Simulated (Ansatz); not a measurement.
# TiAl3 (I4/mmm): cell relaxations under several functionals in Python

Wanted for TiAl3 (I4/mmm): cell relaxations under several functionals.

Program: the Python package of Ansatz 0.2.0. The levels of theory stand in the script. These are calculated values, not measurements.

**1. Starting point**

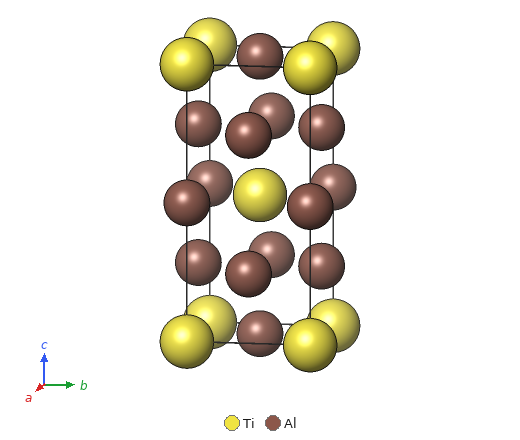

The structure that the script starts from, seen slightly off an axis (titanium yellow, aluminium brown). The cell is the conventional one. Atoms on cell faces are repeated.

tial3.cif, read by the script:

```cif
data_TiAl3
_cell_length_a 5.062488
_cell_length_b 5.062488
_cell_length_c 5.062488
_cell_angle_alpha 135.64174
_cell_angle_beta 135.64174
_cell_angle_gamma 64.53469
_symmetry_space_group_name_H-M 'P 1'
_symmetry_Int_Tables_number 1
loop_
_symmetry_equiv_pos_as_xyz
'x, y, z'
loop_
_atom_site_label
_atom_site_type_symbol
_atom_site_fract_x
_atom_site_fract_y
_atom_site_fract_z
Ti1 Ti    0.000000    0.000000    0.000000
Al2 Al    0.500000    0.500000    0.000000
Al3 Al    0.750000    0.250000    0.500000
Al4 Al    0.250000    0.750000    0.500000
```

**2. The script**

File lattice_tial3.py:

```python
"""How the lattice of TiAl3 depends on the functional."""

import logging
import sys

import ansatz as az
from ase.io import read
import numpy as np

logging.basicConfig(stream=sys.stdout, format="%(levelname)s:%(name)s:%(message)s")
logger = logging.getLogger("tial3")
logger.setLevel(logging.INFO)

def edges_and_angles(cell):
    cell = np.asarray(cell)
    a, b, c = np.linalg.norm(cell, axis=1)
    cosines = cell[1] @ cell[2] / (b * c), cell[0] @ cell[2] / (a * c), cell[0] @ cell[1] / (a * b)
    return (a, b, c, *np.degrees(np.arccos(cosines)))

atoms = read("tial3.cif")
system = az.Crystal.from_ase(atoms)

model = (
    system.calculation()
    .basis(530, xc_grid=1)
    .kpoints(length=25)
    .occupations("cold", width=0.02)
    .scf(algorithm="density_mixing")
    .relax(cell=True, force_tolerance=0.05, max_displacement=0.3)
)

levels = [("pbe", "d4"), ("lda", "none"), ("r2scan", "d4"), ("revpbe", "d3bj")]
logger.info("level            a       b       c    alpha   beta  gamma  V/atom  steps")
for name, dispersion in levels:
    seen = []
    run = model.functional(name, dispersion=dispersion).session().plan()
    res = run.execute(on_event=lambda e: seen.append(e) if e["event"] == "relax_step" else None)
    cell = res.lattice.cell_ang
    label = name if dispersion == "none" else f"{name}+{dispersion}"
    print("{:13s} {:7.4f} {:7.4f} {:7.4f} {:6.2f} {:6.2f} {:6.2f}".format(label, *edges_and_angles(cell)), f"{abs(np.linalg.det(cell)) / len(res.lattice.sites):7.3f} {len(seen):5d}")
```

**3. The run**

On the command line:

```console
$ python lattice_tial3.py
```

Standard output:

```text
INFO:tial3:level            a       b       c    alpha   beta  gamma  V/atom  steps
DeckWarning: crystal.symmetry: narrowed to the stabiliser of the k-point mesh — unitary ops 16 → 4; excluded 12 operations that carry a point of the 7×7×9 mesh (shift [0, 0, 0]) off the mesh (the run samples exactly the mesh kpoints.mp_grid names, as under [...]
pbe+d4         5.0463  5.0463  5.0460 135.69 135.69  64.42  15.464     4
lda            5.0150  5.0150  5.0152 135.75 135.75  64.31  15.146     5
r2scan+d4      5.0495  5.0495  5.0487 135.66 135.66  64.49  15.507     4
revpbe+d3bj    4.9875  4.9875  4.9872 135.60 135.60  64.56  14.972     5
```

(Warnings from the package without file and line, shortened.)

It took 2.6 min on 1 thread of Arm Neoverse V2, shared host; peak memory 0.62 GiB.

**4. What each run gave**

From the records of these 4 runs:

```
run  functional  dispersion  energy (eV/atom)  final volume (Å³/atom)  SCF cycles in all  CPU time (s)
  1         pbe          d4        -1028.7688                   15.46                 16            28
  2         lda        none         -997.6516                   15.15                 22            34
  3      r2scan          d4        -1031.9490                   15.51                 22            61
  4      revpbe        d3bj        -1031.6110                   14.97                 21            33
```

Totals hang on method, basis and potentials, so only like runs compare.

**5. Path of the relaxation of run 1**

The steps of the relaxation:

```csv
step,energy from step 1 (eV/cell),largest force component (eV/Å),pressure (GPa),volume (Å³)
1,0.0000,0.0055,-1.22,62.54
2,-0.0023,0.0023,0.46,61.60
3,-0.0028,0.0005,0.00,61.86
4,-0.0027,0.0005,0.00,61.86
```

Step 1 is the start. Step 4 repeats the geometry before it on a plane-wave basis chosen anew for that cell, so its energy need not be comparable with the rows above.

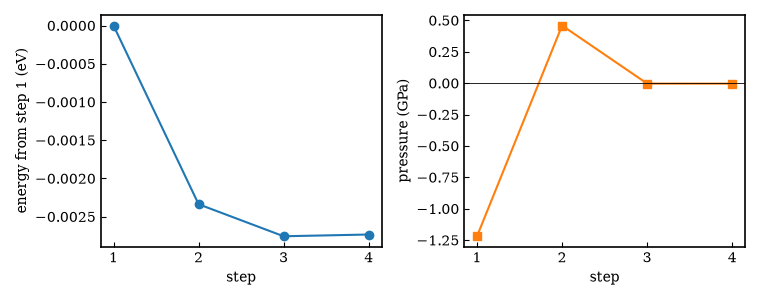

Energy and pressure along the relaxation.

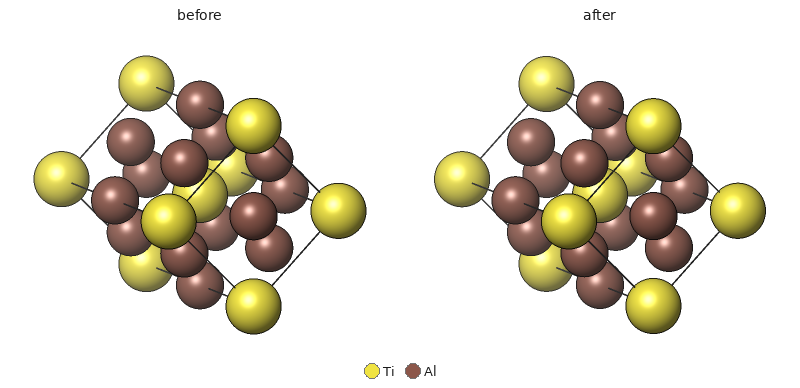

The structure before (left) and after (right) the relaxation, drawn at the same scale. The change is too small to see at this scale.

Lengths and angles in the start's conventional setting:

|  | before | after | change |
| --- | --- | --- | --- |
| a (Å) | 3.822 | 3.806 | -0.4 % |
| b (Å) | 3.822 | 3.806 | -0.4 % |
| c (Å) | 8.561 | 8.539 | -0.3 % |
| α (°) | 90.00 | 89.97 | 0.0 % |
| β (°) | 90.00 | 90.03 | 0.0 % |
| γ (°) | 90.00 | 90.06 | +0.1 % |
| volume (Å³/atom) | 15.63 | 15.46 | -1.1 % |
| shortest distance (Å) | 2.703 | 2.689 | -0.5 % |
| space group (0.01 Å) | I4/mmm | I4/mmm | same |

**6. How the relaxation of run 4 went**

The steps of the relaxation:

| step | E - E(step 1) (eV/cell) | largest force component (eV/Å) | pressure (GPa) | volume (Å³) |
| --- | --- | --- | --- | --- |
| 1 | 0.0000 | 0.0051 | -4.76 | 62.54 |
| 2 | -0.0318 | 0.0011 | 2.16 | 58.84 |
| 3 | -0.0409 | 0.0009 | -0.12 | 59.94 |
| 4 | -0.0410 | 0.0004 | -0.01 | 59.89 |
| 5 | -0.0409 | 0.0004 | -0.01 | 59.89 |

Step 1 is the start. Step 5 repeats the geometry before it on a plane-wave basis chosen anew for that cell, so its energy need not be comparable with the rows above.

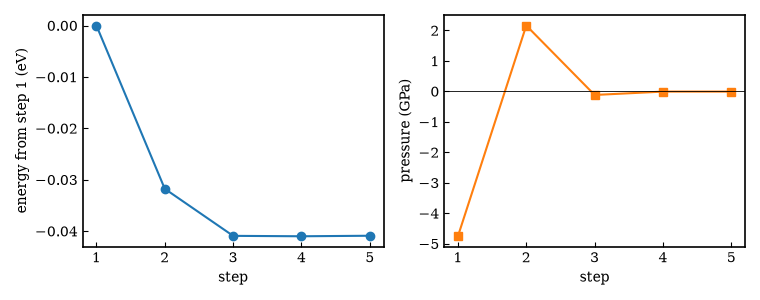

Energy and pressure along the relaxation.

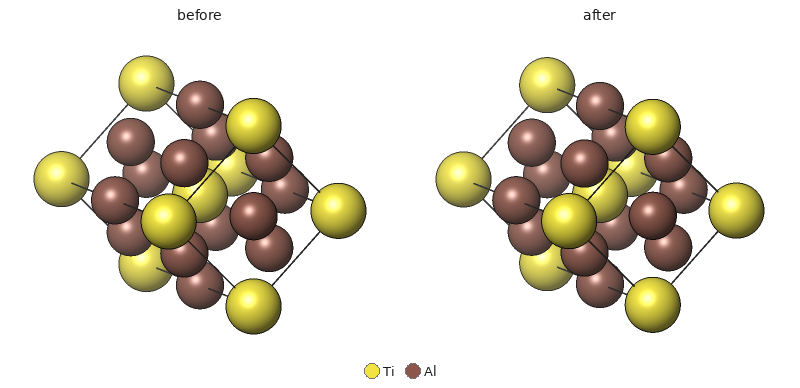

Before and after, at one scale. The change is too small to see at this scale.

Lengths and angles in the start's conventional setting:

|  | before | after | change |
| --- | --- | --- | --- |
| a (Å) | 3.822 | 3.769 | -1.4 % |
| b (Å) | 3.822 | 3.769 | -1.4 % |
| c (Å) | 8.561 | 8.433 | -1.5 % |
| α (°) | 90.00 | 89.97 | 0.0 % |
| β (°) | 90.00 | 90.03 | 0.0 % |
| γ (°) | 90.00 | 90.05 | +0.1 % |
| volume (Å³/atom) | 15.63 | 14.97 | -4.2 % |
| shortest distance (Å) | 2.703 | 2.663 | -1.5 % |
| space group (0.01 Å) | I4/mmm | I4/mmm | same |

**7. Outcome**

| quantity | value |
| --- | --- |
| runs compared | 4 |
| relaxed volume | 14.97 (revpbe d3bj) to 15.51 Å³/atom (r2scan d4) |

**Reading.** From smallest to largest: revPBE+D3BJ (14.97 Å³ an atom, -4.2 % against the start), LDA (15.15 Å³ an atom, -3.1 % against the start), PBE+D4 (15.46 Å³ an atom, -1.1 % against the start) and r2SCAN+D4 (15.51 Å³ an atom, -0.8 % against the start). The spread is 3.6 % in volume. In run 1, the volume shrank by 1.1 % over 2 moves, and the space group stayed I4/mmm. In run 4, the volume shrank by 4.2 % over 3 moves, and the space group stayed I4/mmm. What to keep in mind:
- For a metal this k-point mesh is coarse: on a finer one energies can move by several to tens of meV an atom and pressures by half a GPa or more, differences at one mesh by less.
- Edges and angles that the script prints are those of the cell as typed, here a primitive one.
- xc_grid=1 is under the default for a meta-GGA and makes forces and stresses depend on the grid.
- This cell is a computed structure, which may not be the phase found in nature.
